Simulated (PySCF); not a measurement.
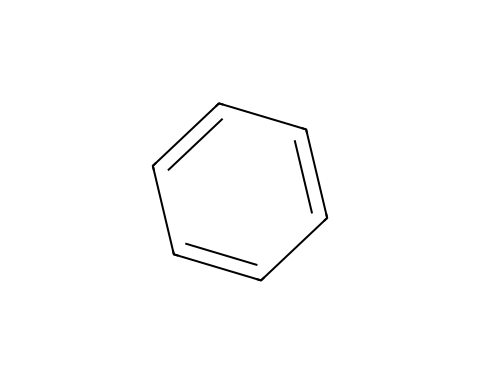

Transcribe the drawing into SMILES.

Answer. c1ccccc1

Give the formula, hydrogens included.

Answer. C6H6.

An optimisation with PBE0-D3(BJ)/def2-SVP gave a structure of which point group?

Answer. D6h.

More results for the same structure follow; atom numbers are the same in all pictures, views and colours differ. The computed structure is the end point of a PBE0-D3(BJ)/def2-SVP optimisation. No frequency run is at hand to confirm it as a minimum.

### Shape

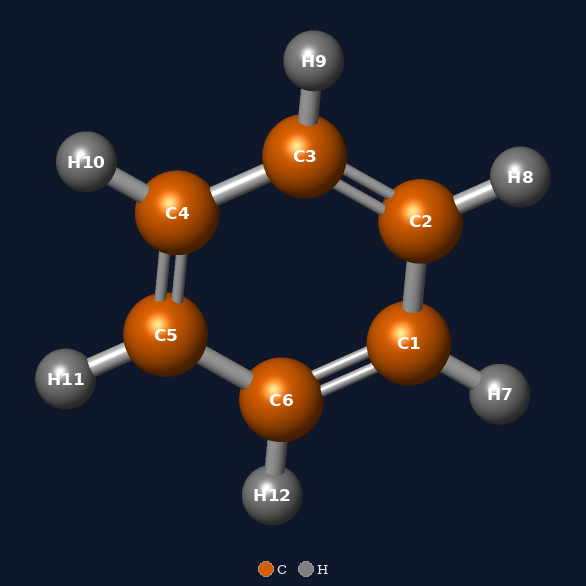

Atoms carry their numbers in the input. No frequency run is at hand to confirm it as a minimum.

How are the neighbours of atom 1 arranged?

Answer. C1 has 3 neighbours (C2 at 1.39, C6 at 1.39, H7 at 1.09 Å); the arrangement is trigonal planar.

What is the dihedral angle C3–C4–C5–C6?

Answer. 0° in size, that is syn (eclipsed).

### NMR shielding

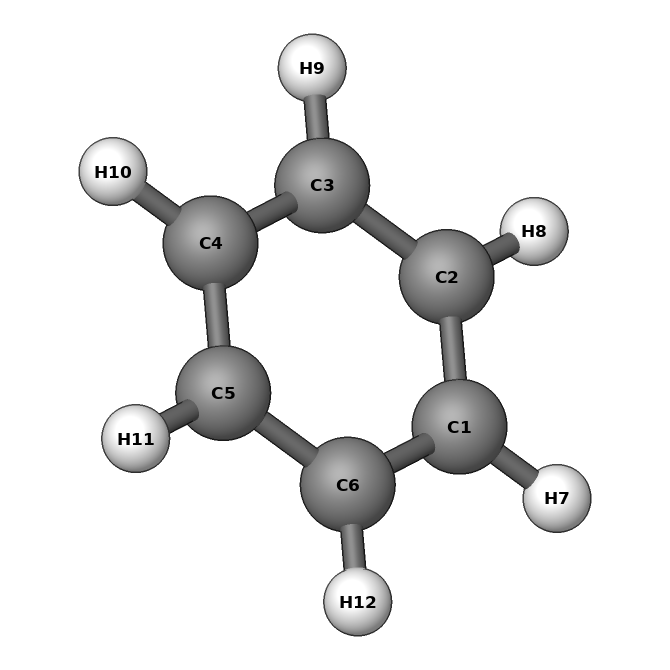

No frequency run is at hand to confirm it as a minimum. Properties computed with GIAO PBE0/IGLO-III NMR shielding, non-relativistic, gas phase (PySCF 2.14.0). Principal shieldings σ11 ≤ σ22 ≤ σ33, span Ω = σ33 − σ11, skew κ = 3(σiso − σ22)/Ω.

Give the shielding tensors of the C atoms.

```
       atom    σ11   σ22    σ33  σiso      Ω     κ
C1, C2, C3…  −68.6  34.6  174.7  46.9  243.2  0.15
```

Shieldings and span in ppm.

### Charges

The questions are on IAO charges. No frequency run is at hand to confirm it as a minimum. Level of theory: PBE0/aug-cc-pVDZ, gas phase (PySCF 2.14.0).

Give the IAO charges atom by atom.

```tsv
atom	value (e)
C1	−0.15
C2	−0.15
C3	−0.15
C4	−0.15
C5	−0.15
C6	−0.15
H7	0.15
H8	0.15
H9	0.15
H10	0.15
H11	0.15
H12	0.15
```

### Ring current

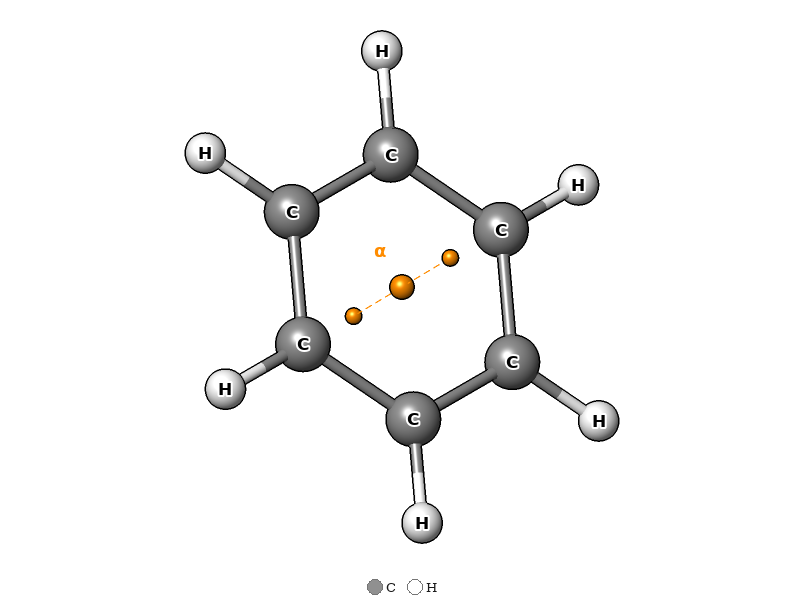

The small points mark where nucleus-independent chemical shifts (NICS) were computed: at the centre of each lettered ring and 1 Å above and below it. No frequency run is at hand to confirm it as a minimum. Properties computed with GIAO PBE0/pcSseg-0 NMR shielding, non-relativistic, gas phase (PySCF 2.14.0).

Give NICS(0), NICS(1) and the out-of-plane component NICS(1)zz for each ring (means of the two sides).

| ring | members | NICS(0) | NICS(1) | NICS(1)zz |
| --- | --- | --- | --- | --- |
| α | C6 | −8.8 | −11.7 | −28.1 |

Values in ppm.

What do the values say about the ring currents?

Answer. Ring α: diatropic, as in an aromatic ring. NICS is one index among several.

### Levels of theory compared

No frequency run is at hand to confirm it as a minimum. Program: PySCF 2.14.0.

Tabulate HOMO–LUMO gap (eV) at these levels: PBE0/IGLO-III; PBE0/aug-cc-pVDZ; PBE0/cc-pVDZ; PBE0/cc-pVTZ; PBE0/pcSseg-0.

```tsv
level	HOMO–LUMO gap (eV)
PBE0/IGLO-III	7.01
PBE0/aug-cc-pVDZ	7.01
PBE0/cc-pVDZ	7.16
PBE0/cc-pVTZ	7.09
PBE0/pcSseg-0	7.36
```
